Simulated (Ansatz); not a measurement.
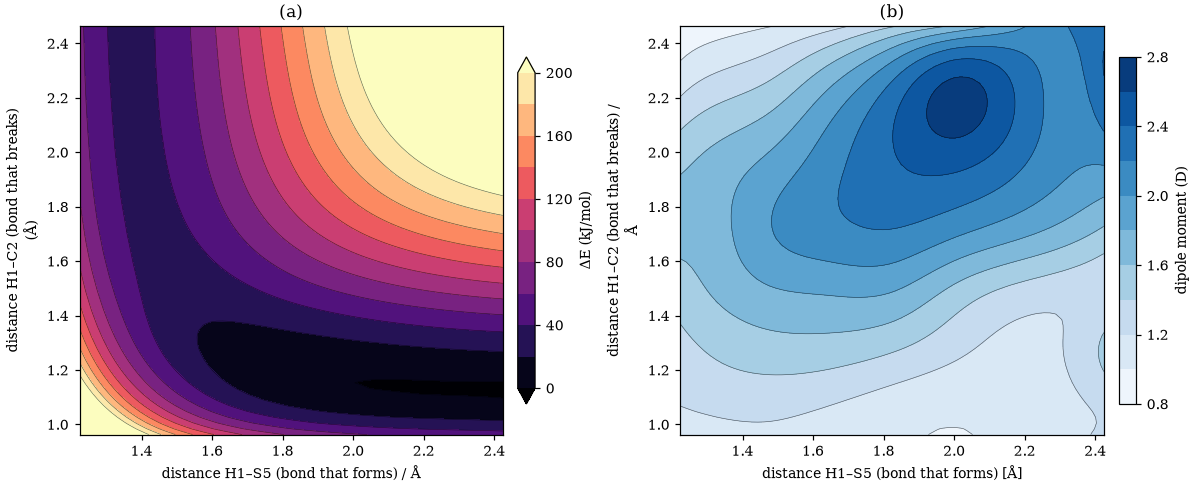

The reacting system CH₃F₂S (fragments CH₂F₂ + HS where the first distance is long, H₂S + CHF₂ where the second is long), spin multiplicity 2. 
- Coordinates scanned: (1) distance H1–S5 (bond that forms); (2) distance H1–C2 (bond that breaks).
- Relaxed at each point: all other coordinates.
- Grid: 8 × 8 points.
- Points are written as (first, second).
- Energies are in kJ/mol, from the lowest grid point.
- These are results of Ansatz, UKS PBE-D4/def2-SVP, not measurements.

Panel (a) is the energy and panel (b) the computed dipole moment on the same grid.

The picture shows filled contours, one colour for all values above the top of the scale. Between grid points the surface is interpolated.

Q: How does the dipole moment vary over the map, and what is it at the lowest grid point?

A: Leaving out the highest fifth of the energies, it runs from 0.87 D at (1.224 Å, 2.463 Å) to 2.37 D at (1.820 Å, 1.948 Å). At the lowest grid point, (2.424 Å, 1.095 Å), it is 1.27 D. That point lies on the edge of the scan.

```tsv
second ↓, first →	1.224	1.329	1.475	1.640	1.820	2.012	2.214	2.424
2.463	0.87	0.92	0.99	1.13	1.38	1.66	2.02	2.32
2.200	1.21	1.36	1.51	1.85	2.30	2.70	2.29	2.35
1.948	1.57	1.69	1.86	2.12	2.37	2.43	2.18	1.99
1.708	1.65	1.73	1.98	2.13	2.19	2.03	1.83	1.56
1.483	1.50	1.63	1.77	1.81	1.80	1.52	1.30	1.25
1.276	1.33	1.44	1.51	1.51	1.42	1.24	1.13	1.44
1.095	1.23	1.28	1.29	1.24	1.13	1.06	1.08	1.27
0.963	1.04	1.11	1.15	1.09	1.02	1.00	1.05	1.25
```
